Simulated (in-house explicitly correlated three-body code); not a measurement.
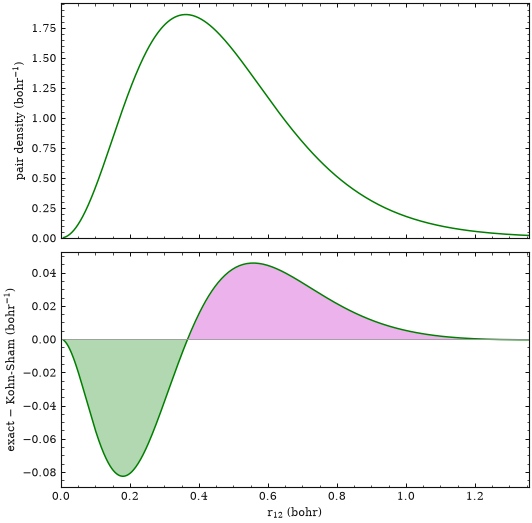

Two electrons around a point charge Z = 5.1. Computed variationally in 260 exponentially correlated functions with an in-house code, non-relativistic, converged to about 10⁻⁷ hartree. The plot shows the distribution of the distance r₁₂ between the electrons in the ground state (one pair, times 4πr₁₂²) and its difference from that of the Kohn-Sham determinant with the same density, the Coulomb hole.

> How large and how deep is the Coulomb hole?

The pair density peaks near r₁₂ = 0.36 bohr, and ⟨r₁₂⟩ = 0.4720 bohr. Correlation takes weight from short distances: the hole is deepest (−0.083 bohr⁻¹) near 0.18 bohr and first changes sign near 0.37 bohr, moving 1.7 % of the pair outwards. The mean cosine of the angle between the electrons is −0.0259, and the density-functional correlation energy is −44.78 millihartree.
